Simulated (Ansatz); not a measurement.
The calculation's input:

```
crystal:
  periodic: [false, false, false]
  atoms:
    - { symbol: Ge, position_ang: [0.0, 0.0, 0.0] }
    - { symbol: F, position_ang: [1.82, 0.0, 0.0] }
    - { symbol: F, position_ang: [-1.82, 0.0, 0.0] }
    - { symbol: F, position_ang: [0.0, 1.82, 0.0] }
    - { symbol: F, position_ang: [0.0, -1.82, 0.0] }
    - { symbol: F, position_ang: [0.0, 0.0, 1.82] }
    - { symbol: F, position_ang: [0.0, 0.0, -1.82] }
total_charge: -2
basis:
  gaussian: { orbitals: def2-TZVPD }
hamiltonian:
  xc: b3lyp
relax:
  f_tol: 0.004
  max_steps: 200
output:
  orbitals: {}
```

Command:

```sh
ansatz run input.yaml --threads 4 --pin off --max-ram 8192MiB --backend cpu --events-out ev --progress --plain --runs-dir out
```

The fields are those of the run's last geometry, not of the input's.

The highest occupied orbital lies above zero, a sign that basis and functional describe the outermost electron poorly.

Method: DFT B3LYP, Gaussian basis def2-TZVPD in Ansatz 0.2.0.

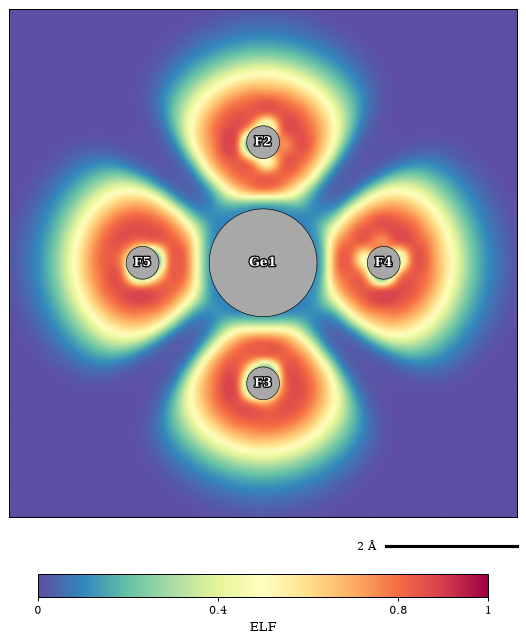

F6Ge (charge −2). ELF on the plane of atoms F3, Ge1 and F4. Grey discs cover the atomic cores.

Q: Read the bonding off the picture.

A: The section cuts through Ge and F sites.
Ge–F (1.84 Å): the ELF peaks at about 0.85 in the valence shell of F, 0.6 Å from its nucleus, and is about 0.25 at the midpoint.
The ELF also peaks beside F3, F5, F4 and F2, away from the bonds: lone-pair regions.
